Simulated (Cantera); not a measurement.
Feed: 1 mol SiF₄, 0.74 mol O₂, a varied amount of H₂, equilibrated at 975 K and 0.770 bar.

Equilibrium computed with Cantera from the NASA thermochemical tables; the gas is ideal and each condensed phase is pure. Candidate condensed phases: H₂O, Si, SiO₂; 38 gas species. Rates play no part.

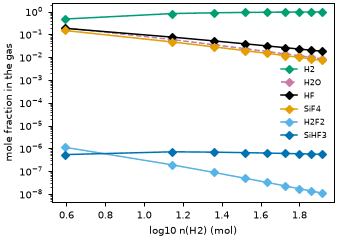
Figure. Equilibrium gas composition (values under 1e-9 drawn at 1e-9)

From 3.9 mol H₂ to 82 mol H₂ the condensed part is SiO₂(β-quartz). The main Si-bearing gas is SiF₄ throughout. The share of Si in condensed phases is highest at 82 mol H₂ (38.1 %) and lowest at 3.9 mol H₂ (23.7 %).
